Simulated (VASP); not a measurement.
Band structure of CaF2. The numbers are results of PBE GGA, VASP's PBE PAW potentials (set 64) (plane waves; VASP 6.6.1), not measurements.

The cell holds a wide vacuum, so values per volume refer to the whole cell.

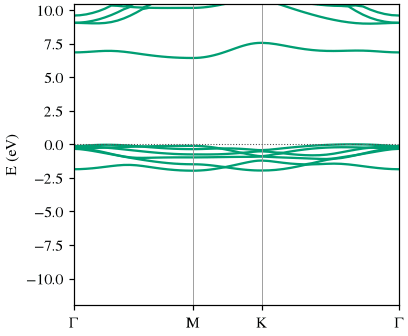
Figure: Bands along high-symmetry lines, zero at the valence-band maximum or, without a gap, the Fermi level

Problem. Read the plot: is there a gap, and where are the band edges?

Solution. The gap is indirect, 6.43 eV, from the valence maximum at K-Γ at 0.63 to the conduction minimum at M.

The cell is a sheet with vacuum, built from a generated structure.
